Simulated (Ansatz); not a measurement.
# Response to strain in PtSe2

Start from PtSe2 in the CdI2 type structure (space group P-3m1, No. 164; a = 3.7722 Å, c = 4.8212 Å; layered; relaxed with 0.1 eV smearing). Axes: x lies along a and z along c of the hexagonal cell.

Strains are applied to the cell and any free atomic positions relax.

All numbers come from Ansatz (a first-principles code), PBE-D3(BJ), PAW, cutoff 420 eV, without spin-orbit coupling.

Notes on the quantities. energy relative to the base: free energy F.

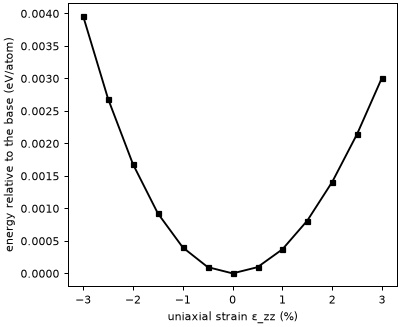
*Energy relative to the base against uniaxial strain ε_zz*

From the plot, what is the energy relative to the base for uniaxial strain ε_zz = −2.00 %?

About 0.0017 eV/atom.

Is the trend monotonic over the range shown?

No, it turns within the range, spanning 0 meV/atom to +4.0 meV/atom.

Whether these cells are dynamically stable was not tested. The final runs are not spin-polarised.
